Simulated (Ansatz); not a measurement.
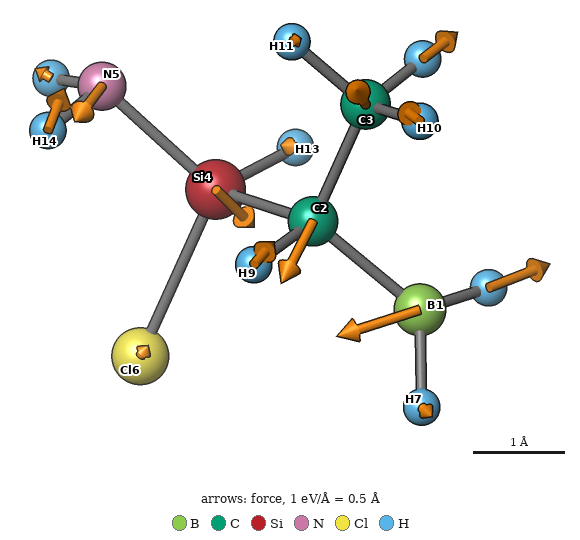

Starting geometry of C2H9BClNSi with the computed forces as orange arrows. Style: ball-and-stick. Shown at a tilt.

The run prepares an end point of a later path (inversion) calculation, from a guessed geometry.

All numbers below come from RKS PBE/def2-SVP (Ansatz 0.2.0).

Input file:
```yaml
crystal:
  periodic: [false, false, false]
  atoms:
    - { symbol: B, position_ang: [-1.3574, -0.5102, 1.4469] }
    - { symbol: C, position_ang: [-0.0473, -0.0513, 0.7192] }
    - { symbol: C, position_ang: [0.8857, -1.2332, 0.6438] }
    - { symbol: Si, position_ang: [-0.3448, 0.6044, -1.0074] }
    - { symbol: "N", position_ang: [1.1094, 1.0351, -1.8405] }
    - { symbol: Cl, position_ang: [-1.6602, 2.2939, -0.8845] }
    - { symbol: H, position_ang: [-1.7202, 0.0857, 2.4279] }
    - { symbol: H, position_ang: [-2.041, -1.3067, 0.9745] }
    - { symbol: H, position_ang: [0.4319, 0.7881, 1.3448] }
    - { symbol: H, position_ang: [1.1471, -1.5997, 1.7059] }
    - { symbol: H, position_ang: [1.8662, -0.9238, 0.2097] }
    - { symbol: H, position_ang: [0.5037, -2.0616, 0.0817] }
    - { symbol: H, position_ang: [-1.1444, -0.4294, -1.7962] }
    - { symbol: H, position_ang: [1.5057, 1.83, -1.2498] }
    - { symbol: H, position_ang: [0.8438, 1.4279, -2.7468] }
basis:
  gaussian: { orbitals: def2-SVP }
hamiltonian:
  xc: pbe
relax:
  f_tol: 0.015
  max_steps: 40
```

Launched with:
```bash
ansatz run input.yaml --threads 2 --pin off --max-ram 3072MiB --backend cpu --events-out ev --progress --plain --runs-dir out
```

Question: What follows when this structure is relaxed?

Answer: It isn't relaxed: the largest force vector, on C3, is 2.72 eV/Å. The final displacements have little in common with the starting forces (cosine between the two patterns 0.12). H7 moves most after the best rigid fit: 0.57 Å. By element the largest moves are H 0.57 Å, Cl 0.56 Å, N 0.33 Å, B 0.23 Å, C 0.14 Å, Si 0.08 Å. Some distances before and after: B1–H8 1.151 → 1.222 Å, N5–H14 1.067 → 1.024 Å, C2–C3 1.508 → 1.546 Å, C3–H12 1.072 → 1.109 Å. Bond angles that change, for instance: Si4–N5–H14 103.4° → 119.4°, Si4–N5–H15 107.7° → 118.3°, B1–C2–C3 108.1° → 117.9°. Groups turn about B1–C2 by about 20°, C2–Si4 by about 20°. After 18 accepted moves (21 points after the start) the energy has fallen by 47.5 kJ/mol. Largest force component: 2 eV/Å at the start, 0.013 eV/Å at the end. The line search rejected the trial steps at points 3, 8, 18 of the run. Cost: 87 s on 2 threads of Arm Neoverse V1, on a shared host, peak memory 0.19 GiB.
